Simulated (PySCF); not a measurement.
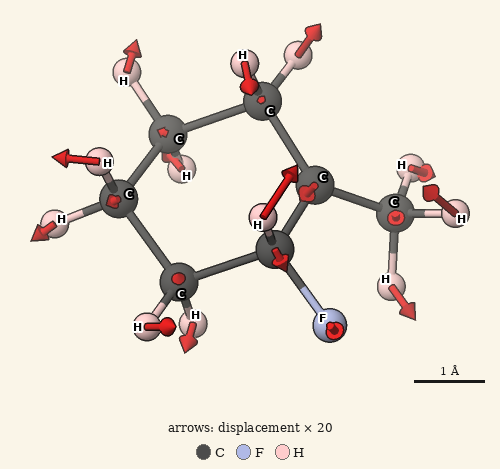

This is a relaxation of C₇H₁₂F (charge +1). The starting structure is drawn; red arrows show the displacements, 20 times their true length. The two geometries are superimposed by the best rigid fit.

A ball-and-stick model, seen at a tilt.

The start comes from GFN2-xTB.

Method: PBE0-D3(BJ)/def2-SVP geometry optimisation, gas phase (PySCF). 

What happened in the run?

Answer. After 3 geometry steps the energy has fallen by 5.14 kJ/mol. Largest force component: 0.71 eV/Å at the start, 0.016 eV/Å at the end. The atom that moves furthest after the best rigid fit is an H atom (0.052 Å). By element the largest moves are H 0.052 Å, C 0.026 Å, F 0.024 Å. Some distances before and after: C–H 1.101 → 1.115 Å, C–H 1.091 → 1.102 Å, C–F 1.362 → 1.353 Å, C–C 1.441 → 1.448 Å. Among the angles between lasting bonds that change: C–C–H 113.1° → 110.2°, C–C–H 107.6° → 104.8°, F–C–H 107.3° → 109.6°.
